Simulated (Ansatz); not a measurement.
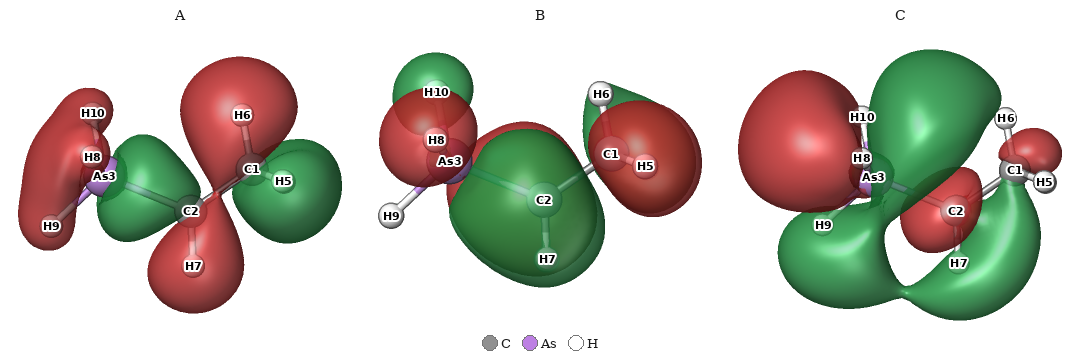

The picture shows: C₂H₇As (charge +1, doublet). Three frontier orbitals at ±0.06 Å⁻³ᐟ² (green and red are the two phases), in no order.

Geometry: B3LYP-D3(BJ)/def2-SVP.

Computed with isolated molecule in a Gaussian basis; Kohn-Sham density functional theory, functional PBE0 (Ansatz 0.2.0).

```xyz
10

C    -0.9793    0.0596   -2.4729
C     0.3434    0.7140   -2.3406
As    1.4746    0.4404   -0.8560
H    -1.0957   -0.3426   -3.4956
H    -1.7900    0.8053   -2.3488
H    -1.1528   -0.7544   -1.7540
H     0.6949    1.4620   -3.0589
H     0.9899    1.0990    0.4112
H     2.8486    0.9749   -1.1225
H     1.5991   -1.0198   -0.5242
```

Which picture is the HOMO−1, the HOMO and the LUMO? All are α orbitals.

Answer. A is the HOMO−1 (α) (−15.25 eV). It lies mainly on C1 (about 30 %), H6 (about 15 %), C2 (about 15 %), As3 (about 15 %), H4 (about 10 %) and H7 (about 5 %). B is the HOMO (α) (−12.08 eV). Its weight (Hirshfeld) is mainly on C2 (about 55 %), As3 (about 10 %), C1 (about 10 %) and H5 (about 5 %). C is the LUMO (α) (−5.20 eV). By Hirshfeld shares it lies mainly on As3 (about 50 %), C2 (about 15 %), H9 (about 10 %), H10 (about 5 %) and H8 (about 5 %).

What is the gap between the highest occupied and lowest empty α orbitals?

Answer. 6.88 eV between the orbital energies.
